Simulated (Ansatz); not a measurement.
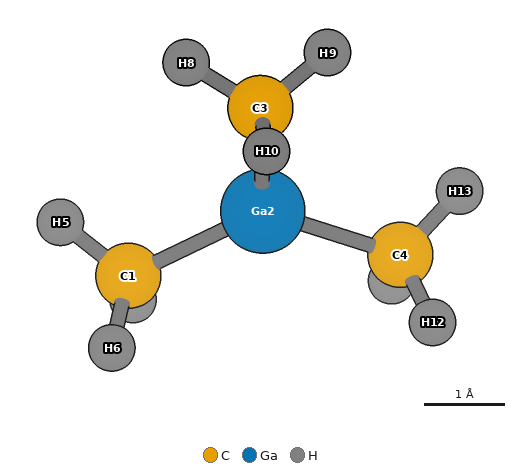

The structure as given in the input (ball-and-stick view, seen at a tilt; atoms are numbered from 1 in the order of the input). Sticks mark near contacts. Bond lengths as drawn: C–Ga 1.98 Å and C–H 1.09 to 1.10 Å.

**What a change does: single-point calculation on C3H9Ga**

System: C3H9Ga, SMILES [CH3][Ga]([CH3])[CH3].
Method of the first run: RKS SPW92 (LDA)/def2-TZVPP (Ansatz 0.2.0).

The geometry comes from this level: PBE0-D4/def2-TZVP. Text and figures count atoms from 1; the logs count them from 0 in places.

### The input, the first run
```yaml
crystal:
  periodic: [false, false, false]
  atoms:
    - {symbol: C, position_ang: [-0.387838, 1.662778, -0.989224]}
    - {symbol: Ga, position_ang: [0.034464, -0.013665, -0.032241]}
    - {symbol: C, position_ang: [1.382847, -0.011722, 1.412330]}
    - {symbol: C, position_ang: [-0.955122, -1.670840, -0.455413]}
    - {symbol: H, position_ang: [0.472417, 2.333400, -1.039998]}
    - {symbol: H, position_ang: [-1.180713, 2.194457, -0.451841]}
    - {symbol: H, position_ang: [-0.752705, 1.476914, -2.001428]}
    - {symbol: H, position_ang: [2.158962, 0.738457, 1.247291]}
    - {symbol: H, position_ang: [1.854628, -0.988770, 1.534959]}
    - {symbol: H, position_ang: [0.893665, 0.232950, 2.361514]}
    - {symbol: H, position_ang: [-1.305530, -1.687969, -1.489356]}
    - {symbol: H, position_ang: [-1.839425, -1.736669, 0.187848]}
    - {symbol: H, position_ang: [-0.355150, -2.564119, -0.269543]}
basis:
  gaussian: {orbitals: def2-TZVPP}
hamiltonian: {xc: lda}
output: {orbitals: {seedname: orbitals}}
```

Command:
```bash
ansatz run in.yaml --threads 4 --pin off --events-out ev --progress --plain --max-ram 10444MiB
```

Hardware: 4 threads of Arm Neoverse V2, 23 GiB of memory available, shared host.

### Output (the first run)
```
Functional definition: SPW92
  exchange = slater_x
  correlation = pw_c
1439 factors; their error is unknown
mean field evaluation 1: about -55494.8068 eV, gradient 1.2e2 eV
mean field evaluation 2: about -55455.1671 eV, gradient 1.7e2 eV
mean field evaluation 4: about -55523.1537 eV, gradient 1.4e1 eV
mean field evaluation 8: about -55523.4280 eV, gradient 6.1e-2 eV
mean field evaluation 16: about -55523.3964 eV, gradient 8.1e-5 eV
mean field -55523.39635467 eV, -2040.4471809243 hartree, gradient 8.1e-5 eV, S^2 0.000000; 0 other end points of the search recorded, 0 dependent functions left out
reference -55523.39639943 eV, -2040.4471825694 hartree; 29, 29 occupied and 238, 238 virtual orbitals, 1439 factors
Total energy: -55523.39639943 eV, -2040.4471825694 hartree
```

The input of the second run differs as follows (lines with − go, lines with + come):
```diff
-hamiltonian: {xc: lda}
+hamiltonian: {xc: {name: r2SCANh}, dispersion: d4}
```

Predict how the results change.

The total energies belong to different models, so their difference says nothing on which is more stable or more accurate. The HOMO goes from −6.36 to −6.91 eV. The LUMO goes from −1.60 to −0.77 eV.

### Output (the second run)
```
Functional definition: r2SCANh
  parameter a = 0.1
  parameter k0 = 0.174
  parameter k1 = 0.065
  parameter a1 = 4.9479
  exchange = (1 - a)*r2scan_x(k0 = k0, k1 = k1, a1 = a1) + a*exact_x
  correlation = r2scan_c
1462 factors; their error is unknown
mean field evaluation 1: about -55616.7493 eV, gradient 9.2e1 eV
mean field evaluation 2: about -55608.8134 eV, gradient 1.1e2 eV
mean field evaluation 4: about -55634.6559 eV, gradient 5.1e0 eV
mean field evaluation 8: about -55634.6926 eV, gradient 1.9e-1 eV
mean field evaluation 16: about -55634.7420 eV, gradient 2.4e-4 eV
mean field -55634.74204848 eV, -2044.5390596990 hartree, gradient 5.1e-5 eV, S^2 0.000000; 0 other end points of the search recorded, 0 dependent functions left out
reference -55634.74206097 eV, -2044.5390601582 hartree; 29, 29 occupied and 238, 238 virtual orbitals, 1462 factors
Total energy: -55634.80282170 eV, -2044.5412930739 hartree
```

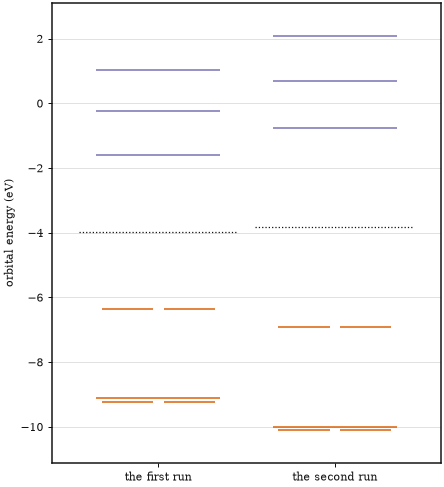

The five highest filled and three lowest empty orbital energies of the two runs; the dotted lines part filled from empty levels. The HOMO–LUMO gap is 4.76 eV in the first run and 6.14 eV in the second run.

### The two runs side by side

```csv
quantity,the first run,the second run
outcome,converged,converged
total energy (hartree),−2040.447183,−2044.541293
HOMO (eV),−6.36,−6.91
LUMO (eV),−1.60,−0.77
basis functions,267,267
wall time (shared host),1.2 s,5.5 s
```
